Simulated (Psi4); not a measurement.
# [SiPH4]− (SMILES [SiH2-]P): MP3/def2-SVPD

Aim: the vertical singlet–triplet gap of [SiPH4]− at MP3/def2-SVPD, from 2 runs. 

Program for the calculation: Psi4 1.11.

6 further runs of the same task are left out: 4 that didn't finish, 2 set aside as unsound or not needed.

## 1. The system as given

The species is [SiPH4]− (6 atoms), meant as a singlet with charge -1. SMILES: `[SiH2-]P`. The coordinates come from a GFN2-xTB relaxation. This is one conformer, not always the lowest.

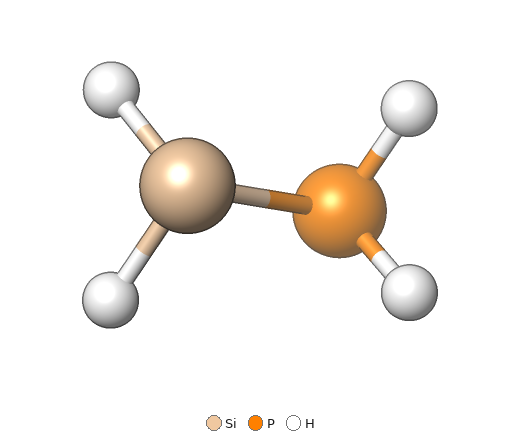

Viewed from a chosen angle; silicon light orange, phosphorus orange, hydrogen white.

## 2. The energy at MP3/def2-SVPD

Input file input.inp:

```
memory 1600 mb

molecule geom {
  -1 1
  Si     0.357650    -1.019850    -0.132620
  P     -0.355230     1.071380     0.132600
  H     -0.387090    -1.600590     1.036860
  H     -0.642080    -1.408110    -1.185860
  H      0.407400     1.565440    -0.899820
  H      0.619350     1.391730     1.048840
  symmetry c1
  no_reorient
  no_com
}

set {
  basis def2-SVPD
  reference rhf
  puream true
  e_convergence 1e-09
  d_convergence 1e-08
  scf_type pk
  num_frozen_docc 10
  mp_type conv
}

e, wfn = energy("mp3", return_wfn=True)
```

Command:

```
psi4 -i input.inp -o input.out -n 1
```

input.out, cut to the lines that bear on the results:

```text
[...]
  Running in c1 symmetry.
[...]
  Nuclear repulsion =   83.574544087149320
[...]
  Multiplicity = 1
[...]
  Nalpha       = 17
  Nbeta        = 17
[...]
    Number of basis functions: 80
[...]
   @RHF iter   1:  -631.70451274670063   -4.29072e-01   2.95948e-03 DIIS/ADIIS
[...]
   @RHF iter  11:  -631.76984331710560   -1.54614e-11   7.61370e-09 DIIS
[...]
    Orbital Energies [Eh]
    ---------------------
    Doubly Occupied:
       1A    -79.708880     2A    -68.508123     3A     -7.279944
       4A     -5.878139     5A     -5.179383     6A     -5.178606
       7A     -5.177447     8A     -3.987376     9A     -3.986802
      10A     -3.985504    11A     -0.669223    12A     -0.454491
      13A     -0.348727    14A     -0.240728    15A     -0.238575
      16A     -0.193143    17A     -0.059235
[...]
  @RHF Final Energy:  -631.76984331710560
   => Energetics <=
    Nuclear Repulsion Energy =             83.5745440871493201
    One-Electron Energy =               -1048.5401279575164608
    Two-Electron Energy =                 333.1957405532615439
    Total Energy =                       -631.7698433171055967
[...]
 Multipole Moments:
 ------------------------------------------------------------------------------------
     Multipole            Electronic (a.u.)      Nuclear  (a.u.)        Total (a.u.)
 ------------------------------------------------------------------------------------
 L = 1.  Multiply by 2.5417464519 to convert [e a0] to [Debye]
 Dipole X            :          0.2991766           -0.6118366           -0.3126600
 Dipole Y            :         -2.2301136            3.2905234            1.0604098
 Dipole Z            :         -0.1165921            0.2500864            0.1334943
 Magnitude           :                                                    1.1135735
[...]
	SCS-MP2 Total Energy (a.u.)        :  -632.03170404614809
	SOS-MP2 Total Energy (a.u.)        :  -632.03592974914284
[...]
	SOS-PI-MP2 Total Energy (a.u.)     :  -632.05639793622254
[...]
	MP2 Total Energy (a.u.)            :  -632.02325264015849
[...]
	SCS-MP3 Total Energy (a.u.)        :  -632.04157062917693
[...]
	MP3 Total Energy (a.u.)            :  -632.06271897227361
[...]
```

Wall time 3.6 s (1 thread of Intel Xeon 6975P-C (Granite Rapids), shared host); peak memory 0.47 GiB.

## 3. The triplet at the same level

Input file h4psi.xyz:

```xyz
6
H4PSi
Si     0.357650    -1.019850    -0.132620
P     -0.355230     1.071380     0.132600
H     -0.387090    -1.600590     1.036860
H     -0.642080    -1.408110    -1.185860
H      0.407400     1.565440    -0.899820
H      0.619350     1.391730     1.048840
```

Input file run.py:

```python
import psi4

psi4.set_memory(1600000000)
psi4.set_num_threads(1)
psi4.set_output_file('run.log', False)

with open('h4psi.xyz') as f:
    atoms = ''.join(f.readlines()[2:])
mol = psi4.geometry('-1 3\n' + atoms + 'symmetry c1')

psi4.set_options({
    'basis': 'def2-SVPD',
    'reference': 'uhf',
    'puream': True,
    'e_convergence': 1e-09,
    'd_convergence': 1e-08,
    'scf_type': 'pk',
    'num_frozen_docc': 10,
    'maxiter': 200,
    'mp_type': 'conv',
})

result = psi4.energy("mp3")
print(f'total energy {result:.8f} hartree = {result * 27.211386:.5f} eV')
```

Command:

```
python run.py
```

run.log, cut to the lines that bear on the results:

```text
[...]
  Running in c1 symmetry.
[...]
  Nuclear repulsion =   83.574544087149334
[...]
  Multiplicity = 3
[...]
  Nalpha       = 18
  Nbeta        = 16
[...]
    Number of basis functions: 80
[...]
   @UHF iter   1:  -631.58228132021759   -3.06842e-01   2.96692e-03 ADIIS/DIIS
[...]
   @UHF iter  33:  -631.66724543150019   -1.65528e-10   7.39725e-09 DIIS
[...]
   @S^2 Observed:                2.014871454E+00
[...]
  @UHF Final Energy:  -631.66724543150019
   => Energetics <=
    Nuclear Repulsion Energy =             83.5745440871493344
    One-Electron Energy =               -1046.4148173585435870
    Two-Electron Energy =                 331.1730278398941323
    Total Energy =                       -631.6672454315000778
  UHF NO Occupations:
  HONO-2 :   16  A 1.9936910
  HONO-1 :   17  A 1.0000000
[...]
 Multipole Moments:
 ------------------------------------------------------------------------------------
     Multipole            Electronic (a.u.)      Nuclear  (a.u.)        Total (a.u.)
 ------------------------------------------------------------------------------------
 L = 1.  Multiply by 2.5417464519 to convert [e a0] to [Debye]
 Dipole X            :         -1.3565292            0.3776105           -0.9789187
 Dipole Y            :          4.2848789           -1.2645816            3.0202973
 Dipole Z            :          0.5210136           -0.1428416            0.3781720
 Magnitude           :                                                    3.1974195
[...]
	SCS-MP2 Total Energy (a.u.)        :  -631.90880451466364
	SOS-MP2 Total Energy (a.u.)        :  -631.91115397109695
[...]
	SOS-PI-MP2 Total Energy (a.u.)     :  -631.92991616645054
[...]
	MP2 Total Energy (a.u.)            :  -631.90410560179703
[...]
	SCS-MP3 Total Energy (a.u.)        :  -631.91808751714655
[...]
	MP3 Total Energy (a.u.)            :  -631.94123761172852
[...]
```

On the terminal:

```text
total energy -631.94123761 hartree = -17195.99695 eV
```

Wall time 6.6 s (1 thread of Intel Xeon 6975P-C (Granite Rapids), shared host); peak memory 0.47 GiB.

## 4. Results

Level: MP3/def2-SVPD, 10 core orbitals frozen.

| quantity | value |
| --- | --- |
| singlet: total energy | -632.06272 Eh |
| singlet: HOMO energy (Hartree–Fock orbitals) | -1.61 eV |
| singlet: LUMO energy (Hartree–Fock orbitals) | 6.77 eV |
| singlet: HOMO–LUMO gap (to an unbound level, set by the basis) | 8.38 eV |
| singlet: correlation energy (10 core orbitals frozen) | -292.9 mEh |
| triplet: total energy | -631.94124 Eh |
| triplet: HOMO energy (Hartree–Fock orbitals) (highest over α and β) | 1.99 eV |
| triplet: LUMO energy (Hartree–Fock orbitals) (lowest over α and β) | 4.94 eV |
| triplet: correlation energy (10 core orbitals frozen) | -274.0 mEh |
| triplet: ⟨S²⟩ of the reference determinant | 2.015 |
| vertical energy of the triplet above the singlet | 3.306 eV |

In words: At this shape the triplet lies 3.31 eV (76 kcal/mol) above the singlet. The HOMO (triplet) lies at positive energy, 1.99 eV: the electron is unbound at this level or held by a compact basis; values depend on the basis.
